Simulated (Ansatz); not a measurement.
# CH9AsGeSi: rotation by 120° about the C3–As4 bond, part 2 of 2

Wanted: the energy profile along the rotation by 120° about the C3–As4 bond, from relaxed end points and a band of images. SMILES of the start: [GeH3][SiH2]C[AsH2].

Ansatz 0.2.0; RKS PBE/def2-SVP. The steps go on from the part before.

## Step 6: Images and barrier

Images 0 and 8 are the ends. Energies count from image 0; the path length is the program's own measure over all atoms.

```
image  path (Å)  energy (eV)  dihedral Si2–C3–As4–H13 (°)  band force (eV/Å)
    0     0.000       0.0000                           68                  -
    1     0.549       0.0076                           84              0.025
    2     1.098       0.0312                          101              0.038
    3     1.646       0.0613                          118              0.047
   4*     2.195       0.0754                          135              0.047
    5     2.747       0.0606                          153              0.040
    6     3.298       0.0298                          170              0.027
    7     3.850       0.0062                         -173              0.018
    8     4.402      -0.0013                         -156                  -
```

The star marks the climbing image.

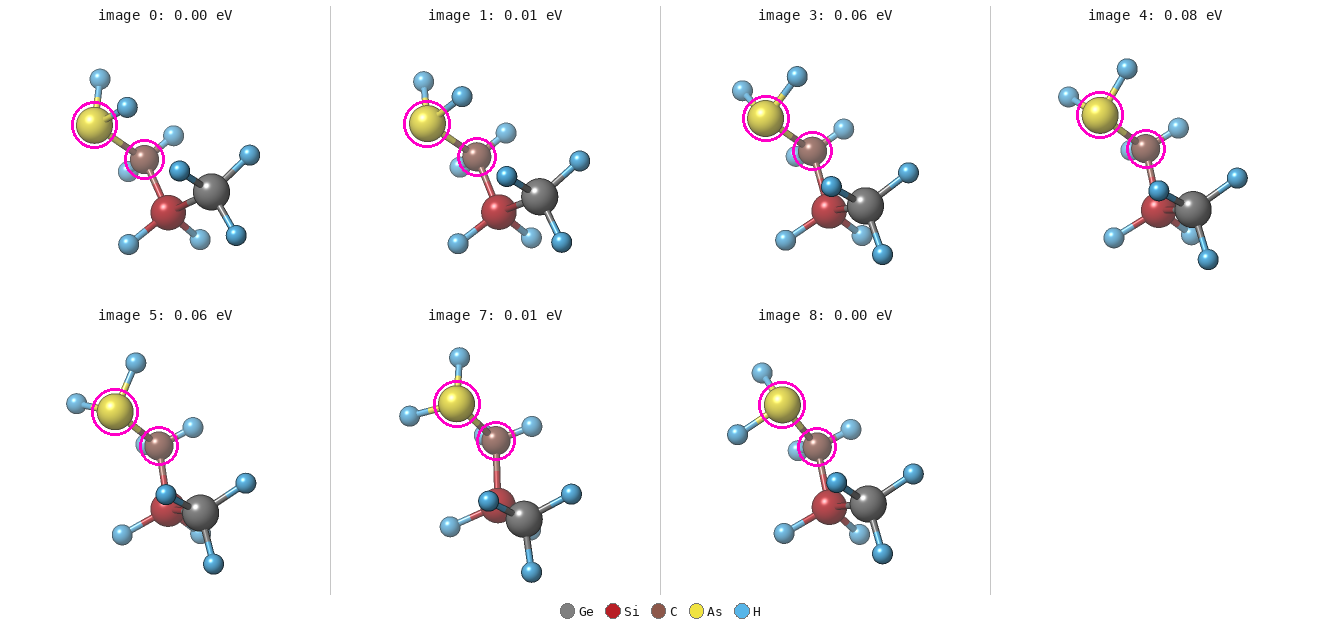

Snapshots along the band, viewed from a free direction. Ringed: C3, As4. Sticks join atoms closer than a bonding distance in each image.

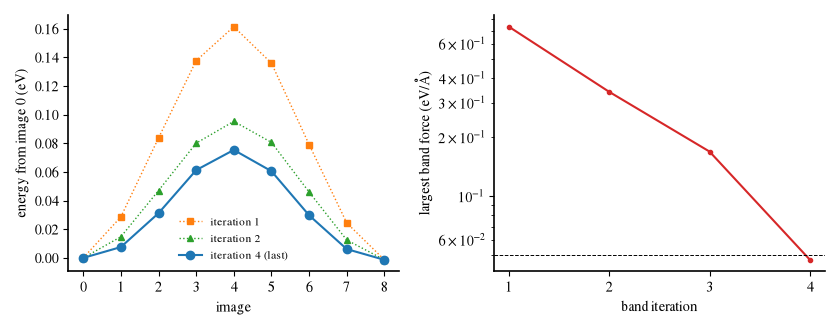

Left: energy of each image for early iterations and the last one (lines only join the points; early values far above the last band run off the scale). Right: the largest band force by iteration, with the threshold dashed.

How the highest energy settled:

```
iteration  highest image above image 0 (eV)  largest band force (eV/Å)
        1                            0.1615                      0.734
        2                            0.0953                      0.341
        3                            0.0776                      0.169
        4                            0.0754                      0.047
```

The band as a trajectory file:

```xyz
13
image=0 dE=0.0000
Ge   -1.567    0.251    1.425
Si    0.263   -1.068    0.608
C     1.339   -0.119   -0.640
As    0.417    0.272   -2.379
H    -2.617    0.538    0.318
H    -2.289   -0.483    2.588
H    -1.062    1.618    1.965
H    -0.283   -2.320   -0.030
H     1.108   -1.484    1.787
H     2.218   -0.751   -0.887
H     1.716    0.814   -0.175
H     1.365    1.421   -2.787
H    -0.588    1.277   -1.778
13
image=1 dE=0.0076
Ge   -1.629    0.111    1.437
Si    0.303   -1.051    0.618
C     1.318   -0.017   -0.616
As    0.334    0.364   -2.325
H    -2.670    0.365    0.312
H    -2.326   -0.712    2.555
H    -1.232    1.489    2.035
H    -0.146   -2.324   -0.053
H     1.164   -1.430    1.798
H     2.211   -0.612   -0.900
H     1.674    0.921   -0.145
H     1.438    1.265   -2.919
H    -0.419    1.596   -1.783
13
image=2 dE=0.0312
Ge   -1.677   -0.032    1.442
Si    0.341   -1.036    0.621
C     1.293    0.093   -0.582
As    0.247    0.484   -2.258
H    -2.709    0.197    0.304
H    -2.341   -0.938    2.514
H    -1.381    1.346    2.097
H    -0.014   -2.315   -0.093
H     1.211   -1.391    1.802
H     2.207   -0.451   -0.901
H     1.616    1.030   -0.089
H     1.442    1.089   -3.025
H    -0.215    1.887   -1.818
13
image=3 dE=0.0613
Ge   -1.708   -0.168    1.438
Si    0.376   -1.026    0.612
C     1.263    0.206   -0.538
As    0.167    0.619   -2.183
H    -2.737    0.044    0.295
H    -2.331   -1.145    2.471
H    -1.495    1.200    2.144
H     0.104   -2.297   -0.153
H     1.252   -1.374    1.790
H     2.214   -0.255   -0.875
H     1.520    1.139   -0.001
H     1.379    0.896   -3.096
H     0.017    2.125   -1.889
13
image=4 dE=0.0754
Ge   -1.723   -0.294    1.425
Si    0.409   -1.017    0.592
C     1.230    0.318   -0.490
As    0.099    0.768   -2.105
H    -2.753   -0.096    0.281
H    -2.303   -1.334    2.421
H    -1.584    1.059    2.177
H     0.211   -2.269   -0.224
H     1.293   -1.366    1.765
H     2.223   -0.039   -0.829
H     1.397    1.238    0.104
H     1.258    0.703   -3.120
H     0.264    2.296   -1.981
13
image=5 dE=0.0606
Ge   -1.730   -0.416    1.403
Si    0.444   -1.000    0.566
C     1.197    0.432   -0.439
As    0.046    0.932   -2.021
H    -2.760   -0.231    0.257
H    -2.262   -1.516    2.359
H    -1.663    0.917    2.200
H     0.319   -2.227   -0.303
H     1.336   -1.353    1.731
H     2.222    0.176   -0.773
H     1.274    1.326    0.212
H     1.079    0.527   -3.092
H     0.518    2.399   -2.085
13
image=6 dE=0.0298
Ge   -1.731   -0.537    1.368
Si    0.481   -0.968    0.538
C     1.170    0.548   -0.385
As    0.008    1.110   -1.930
H    -2.757   -0.365    0.216
H    -2.212   -1.702    2.273
H    -1.747    0.765    2.216
H     0.436   -2.163   -0.381
H     1.377   -1.321    1.700
H     2.211    0.369   -0.719
H     1.187    1.406    0.319
H     0.841    0.390   -3.010
H     0.758    2.433   -2.191
13
image=7 dE=0.0062
Ge   -1.728   -0.656    1.314
Si    0.522   -0.919    0.517
C     1.156    0.664   -0.325
As   -0.019    1.289   -1.829
H    -2.738   -0.495    0.147
H    -2.155   -1.890    2.154
H    -1.841    0.601    2.220
H     0.565   -2.074   -0.451
H     1.411   -1.270    1.685
H     2.200    0.524   -0.670
H     1.155    1.482    0.426
H     0.553    0.308   -2.871
H     0.940    2.402   -2.300
13
image=8 dE=-0.0013
Ge   -1.690   -0.088    1.488
Si    0.364   -0.925    0.572
C     1.279    0.375   -0.470
As    0.150    1.187   -1.917
H    -2.738    0.213    0.382
H    -2.309   -1.129    2.461
H    -1.445    1.224    2.284
H     0.060   -2.132   -0.278
H     1.246   -1.374    1.711
H     2.197   -0.079   -0.894
H     1.590    1.210    0.193
H    -0.018   -0.127   -2.708
H     1.336    1.610   -2.810
```

## Step 7: Frequencies at the highest image

The geometry is the highest inner image of the first converged band.

input.yaml reads:

```yaml
crystal:
  periodic: [false, false, false]
  atoms:
    - { symbol: Ge, position_ang: [-1.723238, -0.294237, 1.425278] }
    - { symbol: Si, position_ang: [0.409153, -1.017152, 0.592318] }
    - { symbol: C, position_ang: [1.229812, 0.317691, -0.489599] }
    - { symbol: As, position_ang: [0.098596, 0.767698, -2.104868] }
    - { symbol: H, position_ang: [-2.752941, -0.096443, 0.280541] }
    - { symbol: H, position_ang: [-2.302919, -1.334075, 2.421085] }
    - { symbol: H, position_ang: [-1.583731, 1.059373, 2.176713] }
    - { symbol: H, position_ang: [0.2109, -2.269252, -0.224372] }
    - { symbol: H, position_ang: [1.293311, -1.366308, 1.764564] }
    - { symbol: H, position_ang: [2.222562, -0.039405, -0.829052] }
    - { symbol: H, position_ang: [1.397208, 1.238214, 0.103744] }
    - { symbol: H, position_ang: [1.257697, 0.702981, -3.120385] }
    - { symbol: H, position_ang: [0.263991, 2.296214, -1.981269] }
basis:
  gaussian: { orbitals: def2-SVP }
hamiltonian:
  xc: pbe
phonons: {}
```

Started as:

```sh
$ ansatz run input.yaml --threads 2 --pin off --max-ram 3072MiB --backend cpu --events-out ev --progress --plain --runs-dir out
```

The log of the run, shortened:

```text
Warning: RAYON_NUM_THREADS=2 ignored (pool sized by the plan → 2); use --threads N
[...]
Functional definition: PBE
[...]
1590 factors; their error is unknown
[...]
mean field -126378.87903439 eV, -4644.3381418330 hartree, gradient 2.3e-5 eV, S^2 0.000000; 0 other end points of the search recorded, 0 dependent functions left out
[...]
reference -126378.87907703 eV, -4644.3381434000 hartree; 47, 47 occupied and 94, 94 virtual orbitals, 1590 factors
[...]
1590 factors; their error is unknown
[...]
WARN: phonons: modes at or below zero, which the zero-point energy, F, S and C_V leave out: 1, the lowest at -140.26 cm⁻¹. A minimum has none, and a first-order saddle one
[...]
Atom 10 at     1.397208     1.238214     0.103744 Å, force    -0.003716    -0.003710     0.002283 eV/Å
Atom 11 at     1.257697     0.702981    -3.120385 Å, force    -0.001566    -0.001206     0.011786 eV/Å
Atom 12 at     0.263991     2.296214    -1.981269 Å, force     0.002452    -0.007346     0.001155 eV/Å
Dipole moment:     0.239737     0.104033    -0.029441 e Å
Vibrations: -140.26 36.55 61.64 106.11 166.08 331.02 339.09 424.76 462.11 550.18 587.65 641.17 691.49 717.71 760.26 803.30 820.15 854.34 858.48 899.14 956.57 988.83 1029.56 1333.41 2064.21 2078.13 2083.28 2108.09 2127.02 2139.27 2150.49 3014.17 3083.35 cm⁻¹, zero-point energy 2.186314 eV
```

It took 2.9 min on 2 threads of Arm Neoverse V1, shared host; peak memory 0.2 GiB.

Of 33 modes, 1 is imaginary by more than 30 cm⁻¹ (140i cm⁻¹).

## Step 8: Another band, settings changed

crystal.atoms is end A as relaxed above, and neb.final_atoms is end B, turned to lie on A. With 8 inner images the band has 10 in all.

input.yaml reads:

```yaml
crystal:
  periodic: [false, false, false]
  atoms:
    - { symbol: Ge, position_ang: [-1.566609, 0.250911, 1.424849] }
    - { symbol: Si, position_ang: [0.26341, -1.06766, 0.607803] }
    - { symbol: C, position_ang: [1.339073, -0.11914, -0.639997] }
    - { symbol: As, position_ang: [0.417262, 0.271671, -2.378886] }
    - { symbol: H, position_ang: [-2.617422, 0.537501, 0.318121] }
    - { symbol: H, position_ang: [-2.288541, -0.483127, 2.587548] }
    - { symbol: H, position_ang: [-1.06232, 1.61833, 1.965476] }
    - { symbol: H, position_ang: [-0.283101, -2.319894, -0.030342] }
    - { symbol: H, position_ang: [1.107941, -1.483714, 1.787002] }
    - { symbol: H, position_ang: [2.218354, -0.750719, -0.887497] }
    - { symbol: H, position_ang: [1.71567, 0.813566, -0.175128] }
    - { symbol: H, position_ang: [1.364711, 1.420579, -2.78652] }
    - { symbol: H, position_ang: [-0.588027, 1.276995, -1.77773] }
basis:
  gaussian: { orbitals: def2-SVP }
hamiltonian:
  xc: pbe
neb:
  order_check: false
  images: 8
  f_tol: 0.05
  max_iterations: 42
  initial_path: idpp
  climbing: false
  final_atoms:
    - { symbol: Ge, position_ang: [-1.63158022, 0.1710291, 1.54470857] }
    - { symbol: Si, position_ang: [0.24910237, -0.96057396, 0.57450894] }
    - { symbol: C, position_ang: [1.30210522, 0.18359422, -0.51815426] }
    - { symbol: As, position_ang: [0.24961755, 1.13240097, -1.93935433] }
    - { symbol: H, position_ang: [-2.66367416, 0.60644192, 0.47002263] }
    - { symbol: H, position_ang: [-2.35688417, -0.75992364, 2.5546688] }
    - { symbol: H, position_ang: [-1.17401006, 1.44309778, 2.3111922] }
    - { symbol: H, position_ang: [-0.25407802, -2.12188668, -0.2455257] }
    - { symbol: H, position_ang: [1.09815916, -1.518504, 1.6897835] }
    - { symbol: H, position_ang: [2.13030797, -0.40190855, -0.96535654] }
    - { symbol: H, position_ang: [1.75171787, 0.97291534, 0.11967587] }
    - { symbol: H, position_ang: [-0.13155331, -0.1530879, -2.70305842] }
    - { symbol: H, position_ang: [1.45117078, 1.37170441, -2.87841227] }
```

Started as:

```sh
$ ansatz run input.yaml --threads 2 --pin off --max-ram 3072MiB --backend cpu --events-out ev --progress --plain --runs-dir out
```

The log of the run, shortened:

```text
Warning: RAYON_NUM_THREADS=2 ignored (pool sized by the plan → 2); use --threads N
[...]
[... 1 set-up line as earlier in the session ...]
[...]
1590 factors; their error is unknown
[...]
mean field -126378.95439641 eV, -4644.3409113359 hartree, gradient 2.3e-5 eV, S^2 0.000000; 0 other end points of the search recorded, 0 dependent functions left out
[...]
reference -126378.95443856 eV, -4644.3409128849 hartree; 47, 47 occupied and 94, 94 virtual orbitals, 1590 factors
[...]
Atom 9 at     2.211894    -0.135641    -0.846492 Å, force    -0.001137    -0.005134    -0.005055 eV/Å
Atom 10 at     1.435191     1.196491     0.048356 Å, force     0.004906     0.005262    -0.003578 eV/Å
Atom 11 at     1.355240     0.790700    -3.117410 Å, force     0.010783     0.011996    -0.008816 eV/Å
Atom 12 at     0.173922     2.233229    -1.961617 Å, force    -0.015622     0.002904     0.004570 eV/Å
Dipole moment:     0.237295     0.105768    -0.027824 e Å
this run last wrote the band of iteration 7 to <dir>
```

It took 3.8 min on 2 threads of Arm Neoverse V1, shared host; peak memory 0.2 GiB.

## Step 9: The band, image by image

Images 0 and 9 are the ends. Energies count from image 0; the path length is the program's own measure over all atoms.

```
image  path (Å)  energy (eV)  dihedral Si2–C3–As4–H13 (°)  band force (eV/Å)
    0     0.000       0.0000                           68                  -
    1     0.508       0.0047                           81              0.010
    2     1.015       0.0223                           95              0.012
    3     1.523       0.0500                          111              0.009
    4     2.031       0.0716                          128              0.012
    5     2.538       0.0703                          144              0.016
    6     3.046       0.0469                          160              0.023
    7     3.554       0.0191                          177              0.019
    8     4.062       0.0026                         -169              0.011
    9     4.570      -0.0013                         -156                  -
```

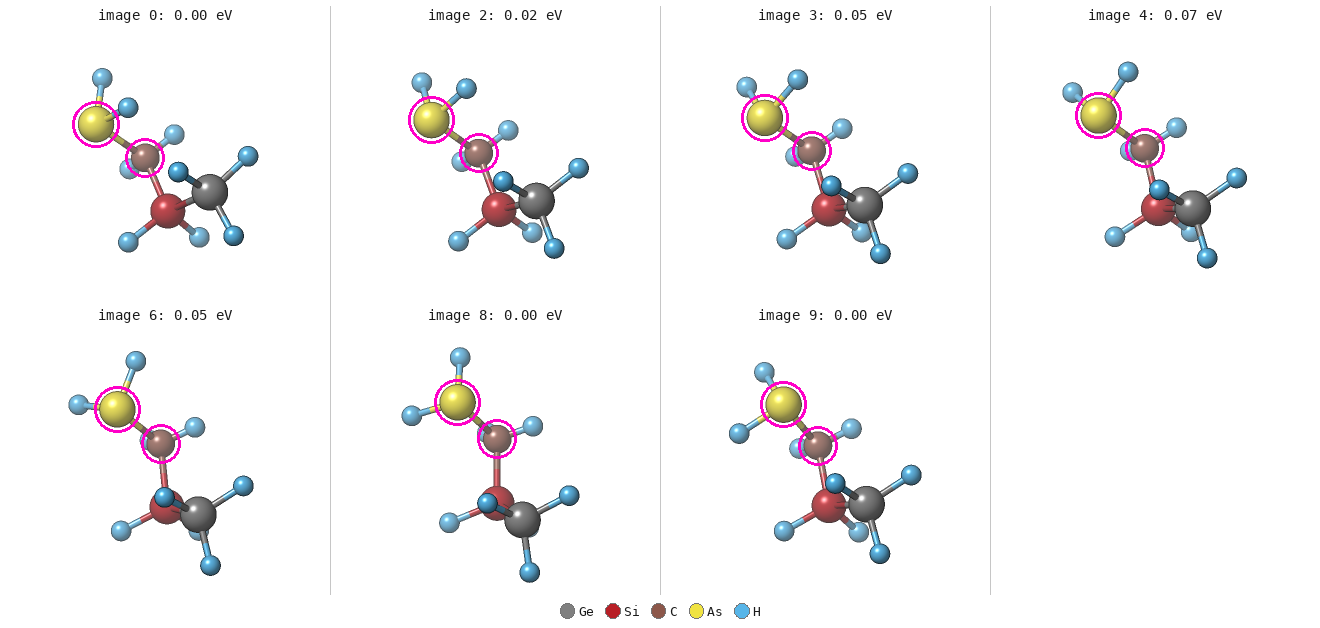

The images of the last band, seen from a free direction. Ringed: C3, As4. Sticks join atoms closer than a bonding distance in each image.

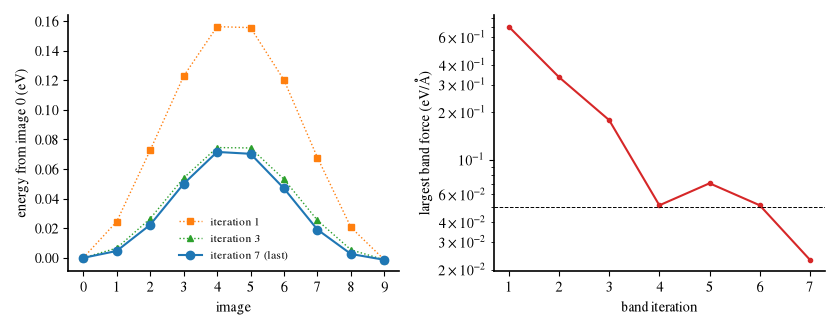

Left: energy of each image for early iterations and the last one (lines only join the points; early values far above the last band run off the scale). Right: the largest band force by iteration, with the threshold dashed.

## Step 10: Another band, settings changed

crystal.atoms is end A as relaxed above, and neb.final_atoms is end B, turned to lie on A. With 7 inner images the band has 9 in all.

Edit input.yaml of step 8 so:

```diff
@@ -22,7 +22,8 @@
   order_check: false
-  images: 8
+  images: 7
   f_tol: 0.05
-  max_iterations: 42
+  max_iterations: 60
   initial_path: idpp
-  climbing: false
+  max_displacement: 0.02
+  optimiser: fire
   final_atoms:
```

Started as:

```sh
$ ansatz run input.yaml --threads 2 --pin off --max-ram 3072MiB --backend cpu --events-out ev --progress --plain --runs-dir out
```

The log of the run, shortened:

```text
Warning: RAYON_NUM_THREADS=2 ignored (pool sized by the plan → 2); use --threads N
[...]
[... 1 set-up line as earlier in the session ...]
[...]
1590 factors; their error is unknown
[...]
mean field -126378.95439641 eV, -4644.3409113359 hartree, gradient 2.3e-5 eV, S^2 0.000000; 0 other end points of the search recorded, 0 dependent functions left out
[...]
reference -126378.95443856 eV, -4644.3409128849 hartree; 47, 47 occupied and 94, 94 virtual orbitals, 1590 factors
[...]
Atom 10 at     1.383115     1.236828     0.107323 Å, force    -0.009730    -0.009428    -0.002857 eV/Å
Atom 11 at     1.264871     0.697847    -3.117329 Å, force     0.000834     0.002606    -0.000229 eV/Å
Atom 12 at     0.271595     2.296941    -1.984484 Å, force     0.003058    -0.000516    -0.005995 eV/Å
Dipole moment:     0.239812     0.104619    -0.031506 e Å
this run last wrote the band of iteration 30 to <dir>; this run last wrote the band within `neb.f_tol` of iteration 25 to <dir>
```

Run time: 12 min. Hardware: 2 threads of Arm Neoverse V1, shared host; peak memory 0.2 GiB.

## Step 11: Images and barrier

Images 0 and 8 are the ends. Energies count from image 0; the path length is the program's own measure over all atoms.

```
image  path (Å)  energy (eV)  dihedral Si2–C3–As4–H13 (°)  band force (eV/Å)
    0     0.000       0.0000                           68                  -
    1     0.556       0.0065                           83              0.022
    2     1.112       0.0305                          101              0.024
    3     1.668       0.0614                          118              0.017
   4*     2.224       0.0749                          136              0.020
    5     2.769       0.0611                          153              0.030
    6     3.316       0.0306                          170              0.037
    7     3.867       0.0056                         -172              0.014
    8     4.420      -0.0013                         -156                  -
```

The star marks the climbing image.

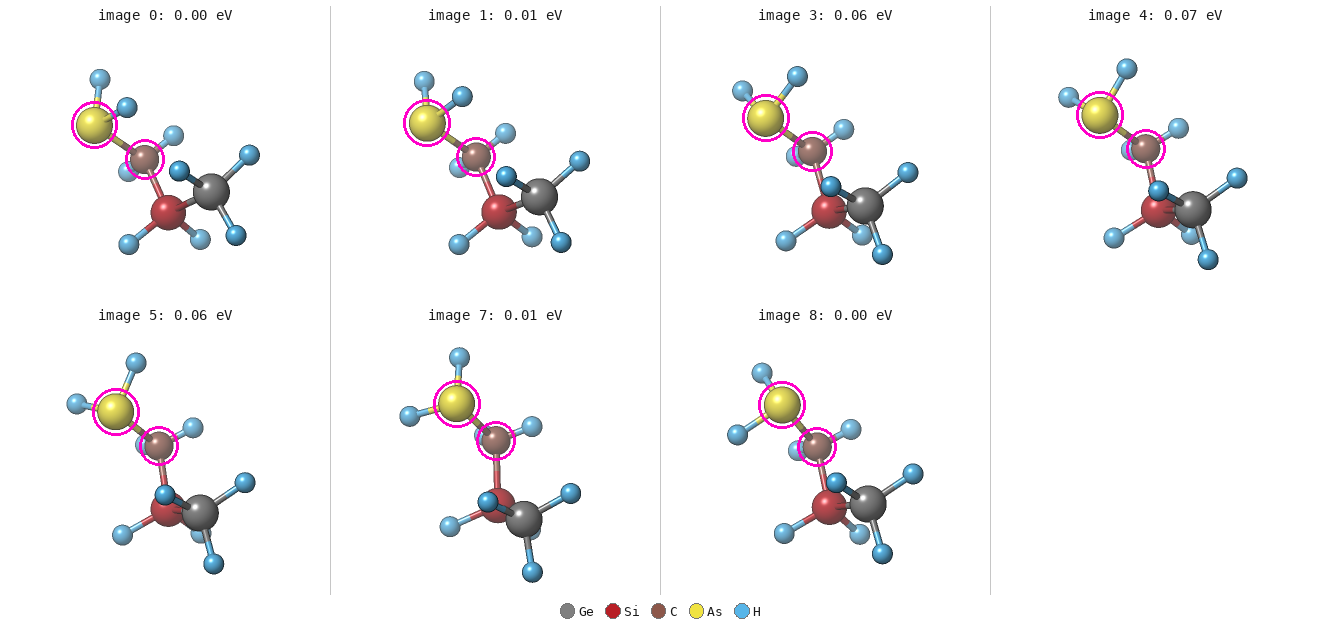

Snapshots along the band, viewed from a free direction. Ringed: C3, As4. Sticks join atoms closer than a bonding distance in each image.

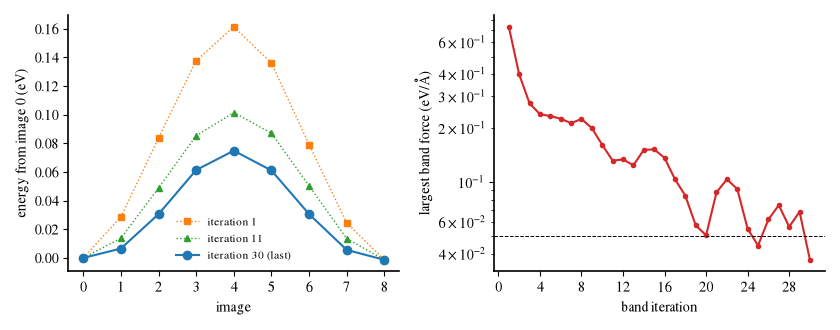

Left: energy of each image for early iterations and the last one (lines only join the points; early values far above the last band run off the scale). Right: the largest band force by iteration, with the threshold dashed.

## Step 12: Results

What follows sums up all 2 parts.

| quantity | value |
| --- | --- |
| end A | 10 moves, 0.398 eV lower |
| end B | 12 moves, 0.398 eV lower |
| first band: barrier forwards | 0.075 eV |
| first band: barrier backwards | 0.077 eV |
| first band: second end relative to first | -0.001 eV |
| first band: highest image | 4 of 0 to 8, climbing |
| first band: band iterations | 4 |
| imaginary modes at the top | 140i cm⁻¹ |
| second band | top 0.072 eV above image 0, 7 iterations, 8 inner images, none climbing |
| time, first and second band | 2.2 min and 3.8 min |
| third band | top 0.075 eV above image 0, 30 iterations, 7 inner images |
| time, first and third band | 2.2 min and 12 min |

**Reading.** In the first band: along this path the system climbs 0.075 eV from the first end (2.9 kT at 300 K). The two ends lie within 2 meV of each other. The listed dihedral goes from 68° at end A through 135° at the highest image to -156° at end B; the relaxed ends differ by 135° in it rather than the 120° set up, and other torsions can move along the band as well. One imaginary mode, as a first-order saddle point has. The second band's top lies 4 meV below the first's, as a band that doesn't climb stops under the top. The third band's top lies 1 meV below the first's, so the changed settings hardly move the height. Zero-point energy and entropy are left out.
